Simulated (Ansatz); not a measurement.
CH5OSSi (SMILES C[Si](O)=[SH+]) (charge +1)

Input file:

```
basis:
  gaussian: {orbitals: def2-TZVPD}
crystal:
  periodic: [false, false, false]
  atoms:
    - {symbol: C, position_ang: [0.096330, 0.738934, 0.734463]}
    - {symbol: O, position_ang: [-0.632301, -0.116322, -2.115925]}
    - {symbol: S, position_ang: [-2.415458, -1.462673, 0.017092]}
    - {symbol: Si, position_ang: [-0.875704, -0.192122, -0.513556]}
    - {symbol: H, position_ang: [1.169817, 0.461516, 0.660818]}
    - {symbol: H, position_ang: [0.004518, 1.830382, 0.547248]}
    - {symbol: H, position_ang: [-0.273268, 0.508878, 1.754124]}
    - {symbol: H, position_ang: [0.046286, 0.427059, -2.564827]}
    - {symbol: H, position_ang: [-2.676573, -1.791944, -1.287569]}
total_charge: 1
hamiltonian: {xc: pbe0}
output: {forces: true, orbitals: {seedname: orbitals}}
```

Launched as:

```sh
ansatz run input.yaml --threads 1 --pin off --max-ram 2610MiB --events-out events.jsonl --progress --plain --runs-dir runs
```

Geometry: PBE-D3(BJ)/def2-SVP.

These are results of isolated molecule in a Gaussian basis; Kohn-Sham density functional theory, functional PBE0 (Ansatz), not measurements.

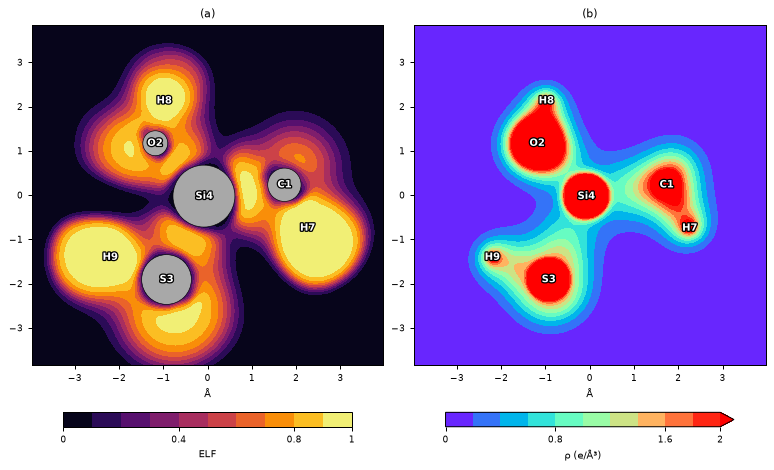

Figure 1. (a) electron localisation function; (b) total electron density on the plane of atoms O2, Si4 and S3. Grey discs cover the atomic cores in the ELF map.

> Interpret the plot.

The plane passes through C, O, S, Si and H nuclei.
Si–O (1.62 Å): the density is about 1.2 e/Å³ at the midpoint; the ELF peaks at about 0.85 between the atoms: a short, strongly polar bond.
C–Si (1.84 Å): the density is about 1 e/Å³ at the midpoint; the ELF peaks at about 0.95 between the atoms: a covalent bond.
Si–S (2.07 Å): ρ at the midpoint is about 0.94 e/Å³; the ELF peaks at about 0.90 between the atoms (a covalent bond).
O–H (0.98 Å): the density is about 3.7 e/Å³ at the midpoint; the ELF climbs to about 1 towards the hydrogen, as it does in any bond to H (a covalent bond by its length).
C–H (1.11 Å): the density is about 1.9 e/Å³ at the midpoint; the ELF climbs to about 1 towards the hydrogen (an ordinary covalent bond to hydrogen).
The ELF also peaks beside S3 and O2, away from the bonds: lone-pair regions.

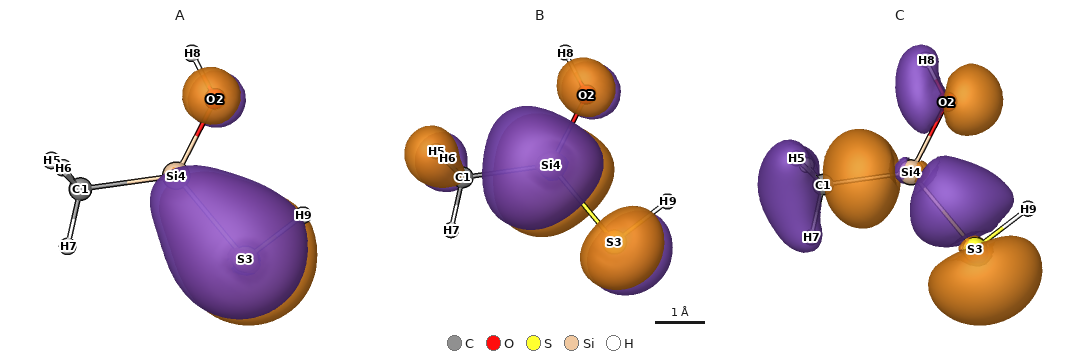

Figure 2. Three frontier orbitals at ±0.1 Å⁻³ᐟ² (orange and purple are the two phases), in no order.

> Which picture is the HOMO−1, the HOMO and the LUMO?

C is the HOMO−1 (−15.13 eV). Its weight (Hirshfeld) is mainly on S3 (about 35 %), C1 (about 20 %), Si4 (about 20 %) and O2 (about 15 %). A is the HOMO (−13.68 eV). It lies mainly on S3 (about 75 %) and Si4 (about 15 %); largely a lone pair of S3. B is the LUMO (−6.98 eV). Its weight (Hirshfeld) is mainly on Si4 (about 55 %), S3 (about 20 %), O2 (about 10 %) and C1 (about 5 %).

> What is the HOMO–LUMO gap?

6.70 eV between the orbital energies.
